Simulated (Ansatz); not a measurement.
The reference is MoSe$_{2}$ in the 2H-MoS2 type structure (space group P6_3/mmc, No. 194; a = 3.277 Å, c = 12.731 Å; layered, stacked along the Cartesian z axis).

Modification: full substitution Se → Te, then cell and atoms are relaxed.

Computed with PBE-D3(BJ) (Ansatz, a quantum-chemistry and plane-wave program, PAW, no SOC), earlier PAW set.

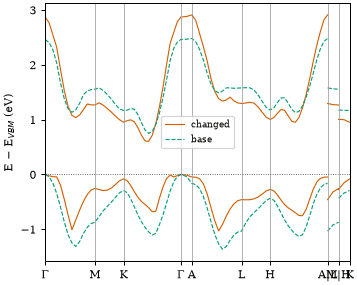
Fig. 1. Highest valence and lowest conduction band along the path, each from its own valence-band maximum

### Question
From the figure, how large is the changed gap, and is it direct?

### Answer
About 0.60 eV, indirect, Γ → K–Γ (44 % along).

With Te present, leaving out spin-orbit coupling can change the band edges. Whether these cells are dynamically stable was not tested. The D3 term's C6 switches between coordination references near this geometry, which can add small steps to energies.
